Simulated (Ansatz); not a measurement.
# Mg2MnCu4Sn, from a guessed structure to a relaxed one, part 2 of 2

Starting from a made-up structure for Mg2MnCu4Sn, the aim is the relaxed cell, its shortest contacts and, where a second run follows, its electronic structure.

Ansatz 0.2.0; DFT, PBE, plane-wave PAW, files of the set soft_1, scalar-relativistic, ferromagnetic start, cell and ions relaxed at zero pressure; PAW set soft_1 (the session's first sound run).

So far: The structure; Relaxation of the guess.

### 2. Relaxation of the guess (continued)

Shortest distances by pair of elements, guess and relaxed (not always the same contact):

| pair | guess (Å) | relaxed (Å) |
| --- | --- | --- |
| Cu–Cu | 2.548 | 2.630 |
| Mn–Sn | 2.805 | 2.698 |
| Cu–Sn | 2.654 | 2.740 |
| Mg–Mg | 2.662 | 2.742 |
| Mg–Mn | 2.709 | 2.742 |

The relaxation ends with a largest force component of 0.0021 eV/Å and a pressure of -0.01 GPa.

### 3. Bands of the relaxed cell

With the geometry fixed, one more self-consistent run, with a narrower smearing and the mesh shown in its input, gives the bands, and its pressure, and its forces where symmetry allows any, show how far the geometry depends on these settings.

This step: DFT, PBE, plane-wave PAW, files of the set soft_1, scalar-relativistic, ferromagnetic start, bands and density of states at the relaxed cell; PAW set soft_1 (Ansatz 0.2.0).

Input file input.yaml:

```yaml
crystal:
  lattice:
    - [4.4513154072, 0.0, 0.0]
    - [0.0, 2.8540554749, 4.9075329586]
    - [0.0, -2.8540554749, 4.9075329586]
  atoms:
    - { symbol: Sn, position: [0.5, 0.677669294, 0.677669294] }
    - { symbol: Cu, position: [0.5, 0.1827567829, 0.1827567829] }
    - { symbol: Cu, position: [0.5, 0.6508887795, 0.172925423] }
    - { symbol: Cu, position: [0.5, 0.172925423, 0.6508887795] }
    - { symbol: Cu, position: [0.0, 0.3328431191, 0.3328431191] }
    - { symbol: Mn, position: [0.0, 0.8329615538, 0.8329615538], spin: 3.4 }
    - { symbol: Mg, position: [0.0, 0.8347266701, 0.3150283777] }
    - { symbol: Mg, position: [0.0, 0.3150283777, 0.8347266701] }
magnetization:
  spin_polarized: true
kpoints:
  mp_grid: { grid: [8, 6, 6] }
  band_path:
    path:
      - [[0.0, 0.0, 0.0], [0.0, 0.33455482, -0.33455482], [0.0, 0.0, -0.5], [-0.5, 0.0, -0.5], [-0.5, 0.33455482, -0.33455482], [-0.5, 0.0, 0.0], [0.0, 0.0, 0.0], [0.0, -0.5, -0.5], [0.0, -0.33455482, -0.66544518], [-0.5, -0.33455482, -0.66544518], [-0.5, -0.5, -0.5], [0.0, -0.5, -0.5]]
      - [[-0.5, 0.0, 0.0], [-0.5, -0.5, -0.5]]
    npoints: 6
scf:
  occupations: { method: fermi_dirac, width: 0.03 }
  n_extra_bands: 14
hamiltonian:
  xc: pbe
  pseudopotentials: { kind: paw, azcp: { folder: soft_1 } }
output:
  forces: true
  stress: true
  write_bands: true
  dos: { projected: true }
  write_density: true
  write_potential: true
  elf: true
  volumetric_format: npy
```

The run is started by

```
> ansatz run input.yaml --threads 4 --pin off --max-ram 10240MiB --backend cpu --events-out ev --progress --plain --runs-dir out
```

Numbers of over 12 decimals in the logs are rounded to 6 here.

The log of the run:

```text
Warning: the band count 77 (scf.n_extra_bands) hosts the net moment |M| = 3.4000 μB (N_el = 125) but caps the reachable moment at 2·n_bands − N_el = 29.0000 μB, below the 78 bands that the automatic rule leaves for it — a moment growing past the seed, or the majority channel's smearing tail, pins there with fewer empty majority states than that count leaves; raise or omit scf.n_extra_bands unless the cap is intended
[...]
Crystal: 8 atoms, lattice volume = 124.694 Å³
Basis set: ecut = 420 eV, 2427 PW (Γ), exchange–correlation on 60×80×80 points (8 copies of the dense FFT grid, shifted against one another)
Bands: 77, of which v1, the nominal top of the filled ones, is band 63 counted from 1 (62 counted from 0)
Symmetry: 4 space group operations
[...]
k-points: 65 of 288 (time reversal used)
[...]
Starting moments: Σ|m| = 3.4 μB on 1 of 8 sites
[...]
SCF iter   1: F=—  HF=-40280.036994 eV  |F-HF|=—  |Δ(HF+E_count)|=         —  Δρ=1.87e-1 (↑1.68e-1 ↓1.87e-1)  dr2=1.19e2  dr2_m=3.36e-1  M=2.976 μB ∫|m|=3.464 μB  β_m=0.30  ethr=3.10e-3  ⟨swp⟩=6.1  Hψ=37325  notcnv=0  defer=21
[...]
SCF iter  18: F=-40270.599100 eV  HF=-40270.599100 eV  |F-HF|=8.34e-8  |Δ(HF+E_count)|=   7.07e-9  Δρ=4.86e-6 (↑4.71e-6 ↓4.86e-6)  dr2=8.33e-8  dr2_m=2.99e-10  M=3.405 μB ∫|m|=4.063 μB  ethr=5.40e-11  ⟨swp⟩=12.5  Hψ=68380  notcnv=0
SCF 1 converged in 18 iterations: F = -40270.599100 eV  dr2 = 8.33e-8
[...]
NSCF: frozen V_eff on 74 k-points
SCF converged after 18 iterations
Magnetization: 3.4048 μB (64.2024 up, 60.7976 down)
Absolute magnetization: 4.0781 μB (∫|ρ↑−ρ↓|, with the PAW one-centre terms)
[...]
Per-site moments (μB) at R_I (Å): [(-0.031442, 1.112737), (0.00447487, 1.085073), (0.011993, 1.085073), (0.011993, 1.085073), (0.0085085, 1.100965), (3.397540, 1.112737), (-0.022840, 1.130916), (-0.022840, 1.130916)]
Free energy (F): -40270.599100 eV
[...]
Internal energy: -40270.587313 eV  (E = F + TS)
E sigma→0 (E₀):  -40270.593207 eV
Entropy (-TS):   -0.011787 eV (-1.473 meV/atom)
Fermi energy:    12.474063 eV
[...]
--- Forces (eV/Å), atoms counted from 1 ---
  atom   1  Sn    -0.00000000     0.00000000    -0.00099771
  atom   2  Cu     0.00000000    -0.00000000    -0.00092435
  atom   3  Cu    -0.00000000     0.00356682    -0.00851212
  atom   4  Cu    -0.00000000    -0.00356682    -0.00851212
  atom   5  Cu     0.00000000    -0.00000000    -0.00155499
  atom   6  Mn    -0.00000000     0.00000000     0.01371688
  atom   7  Mg    -0.00000000    -0.00837479     0.00339122
  atom   8  Mg    -0.00000000     0.00837479     0.00339122
  max |Σ_I F_I| component: 1.96e-6 eV/Å
--- Stress (GPa, compression-positive) ---
       -0.056049       0.000000       0.000000
        0.000000       0.121777      -0.000000
        0.000000      -0.000000      -0.076057
  P = ⅓ Tr σ = -0.0034 GPa (-0.034 kbar)
--- Band table (eV; the first three rows and the last of 130) ---
  k-point 0 ↑: bands = [... 59 lower, 10.7507, 10.8537, 10.8625, 10.9412, 11.8911, 12.2438, 12.2750, 13.9441, ... 10 higher]
  k-point 1 ↑: bands = [... 59 lower, 10.5836, 10.8128, 11.0686, 11.3573, 11.9480, 12.4902, 13.5645, 14.0377, ... 10 higher]
  k-point 2 ↑: bands = [... 59 lower, 10.4757, 10.6691, 10.9524, 12.0606, 13.1392, 13.4773, 14.2011, 14.4795, ... 10 higher]
  k-point 64 ↓: bands = [... 59 lower, 11.2266, 11.7428, 13.0252, 13.0738, 13.1941, 13.8187, 14.2350, 15.8661, ... 10 higher]
```

Wall time 2.1 min (4 threads of Arm Neoverse V1, shared host); peak memory 1.1 GiB; 8.2 min of CPU time.

In the SCF lines HF is the Harris–Foulkes energy and dr2 the Hartree energy of the density residual, in eV; the loop may stop once dr2 is under the threshold and the program's other checks hold. Hψ counts applications of the Hamiltonian.

This step gave:

```yaml
free_energy: -40270.5991 eV
energy_at_zero_smearing: -40270.5932 eV
smearing_term_ts: 0.01179 eV
magnetization: 3.405 μB
absolute_magnetization: 4.078 μB
site_moments: -0.03144, 0.004475, 0.01199, 0.01199, 0.008508, 3.398, -0.02284, -0.02284 μB
pressure: -0.003443 GPa
```

From bands.tsv, the bands that come nearest the Fermi level along the path, at its corners, in eV from the Fermi level:

| point | band_61_up | band_62_up | band_64_up | band_65_up | band_59_dn | band_60_dn | band_61_dn | band_62_dn |
| --- | --- | --- | --- | --- | --- | --- | --- | --- |
| Γ | -1.61 | -1.53 | -0.23 | -0.20 | -0.59 | -0.44 | 0.00 | 0.08 |
| X | 0.16 | 0.37 | 0.67 | 1.48 | -0.27 | 0.03 | 0.87 | 1.28 |
| S | -1.52 | 0.15 | 1.37 | 1.73 | -0.07 | 0.02 | 0.67 | 1.07 |
| R | -1.75 | -1.09 | -0.76 | -0.35 | -1.14 | -1.01 | 0.40 | 0.79 |
| A | -1.71 | -1.65 | 1.28 | 1.52 | -0.25 | 0.21 | 0.46 | 0.51 |
| Z | -1.38 | -1.01 | -0.32 | -0.11 | -0.57 | -0.45 | -0.26 | 0.22 |
| Γ | -1.61 | -1.53 | -0.23 | -0.20 | -0.59 | -0.44 | 0.00 | 0.08 |
| Y | -1.10 | 0.02 | 1.36 | 2.03 | 0.33 | 0.67 | 0.76 | 0.97 |
| X1 | 0.16 | 0.37 | 0.67 | 1.48 | -0.27 | 0.03 | 0.87 | 1.28 |
| A1 | -1.71 | -1.65 | 1.28 | 1.52 | -0.25 | 0.21 | 0.46 | 0.51 |
| T | -1.70 | -1.67 | -0.68 | -0.15 | -1.25 | -0.73 | 0.55 | 0.60 |
| Y | -1.10 | 0.02 | 1.36 | 2.03 | 0.33 | 0.67 | 0.76 | 0.97 |
| Z | -1.38 | -1.01 | -0.32 | -0.11 | -0.57 | -0.45 | -0.26 | 0.22 |
| T | -1.70 | -1.67 | -0.68 | -0.15 | -1.25 | -0.73 | 0.55 | 0.60 |

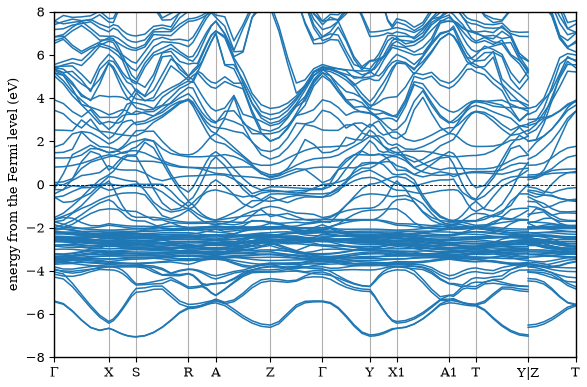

Bands along the path. 68 bands lie wholly below the window drawn.

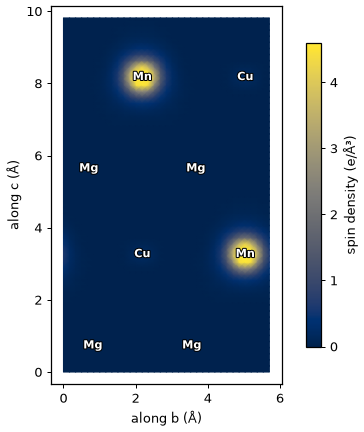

Spin density in the bc plane of the conventional cell at fractional x = 0.000, with atoms of Cu and Mn and Mg within 0.2 Å of it. The map starts off the cell's origin, so that atoms lie inside it.

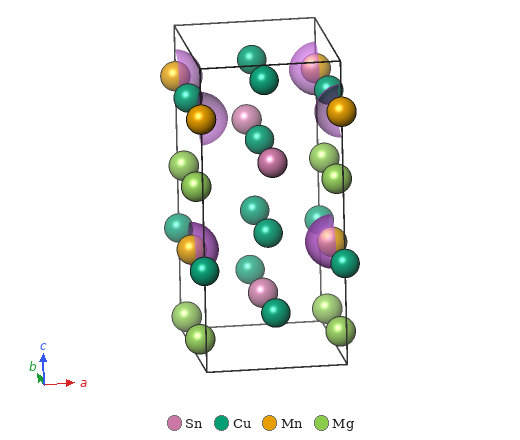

Surface of spin density = 0.25 e/Å³, which holds about 70 % of the integral of its size.

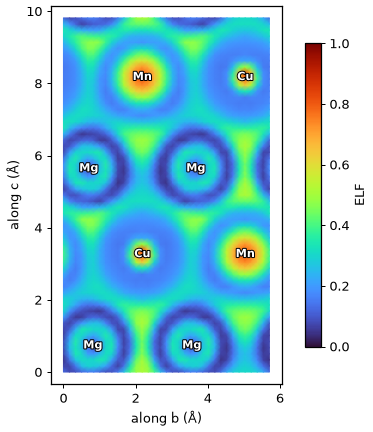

ELF in the bc plane of the conventional cell at fractional x = 0.000, with atoms of Cu and Mn and Mg within 0.2 Å of it. It is the smooth field of the valence electrons, not physical close to the nuclei. The map starts off the cell's origin, so that atoms lie inside it.

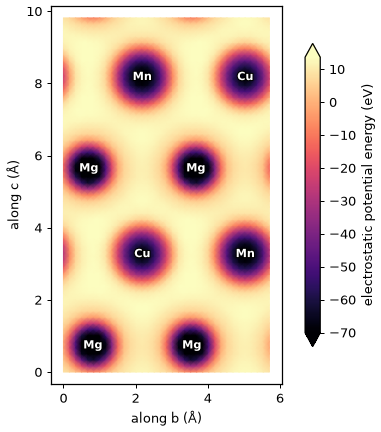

Electrostatic potential energy in the bc plane of the conventional cell at fractional x = 0.000, with atoms of Cu and Mn and Mg within 0.2 Å of it. With pseudopotentials it is smooth inside the atoms' cores, unlike the true potential. The map starts off the cell's origin, so that atoms lie inside it.

### 4. Outcome

```json
{
  "space group, relaxed": "Amm2",
  "conventional cell": "a = 4.451, b = 5.708, c = 9.815 Å; α = 90.0°, β = 90.0°, γ = 90.0°",
  "volume per atom": "15.59 Å³ (guess 15.32)",
  "total moment": "3.40 μB in the cell of 8 atoms"
}
```

What this shows: Mg2MnCu4Sn relaxes to Amm2 with a = 4.451, b = 5.708 and c = 9.815 Å. The guessed volume was 2 % too small. The space group Amm2 was held in the relaxation, so the end point is a stationary structure within it and may be a saddle against distortions or other arrangements. The input starts from parallel moments, and no other start was typed. Bands cross the Fermi level, so it is a metal or semimetal at this level. On the 8×6×6 mesh with the narrower smearing (relaxed on 6×6×6) the largest force component is 0.014 eV/Å and the largest stress component is 0.122 GPa, against the relaxation's thresholds of 0.015 eV/Å and 0.05 GPa. The cutoff wasn't tested. No dispersion term is used, so weakly bound directions may come out too long. Nothing here tests whether the compound is stable against decomposition.

[Logs are printed without paths, hosts, clocks, repeated set-up lines and the standing remarks that a program may print on its own settings, such as how far it seeks lower states.]

[Hosts, paths, dates, database ids (printed as entryN), source tags and the programs' standing remarks are cut or masked in the printed files.]
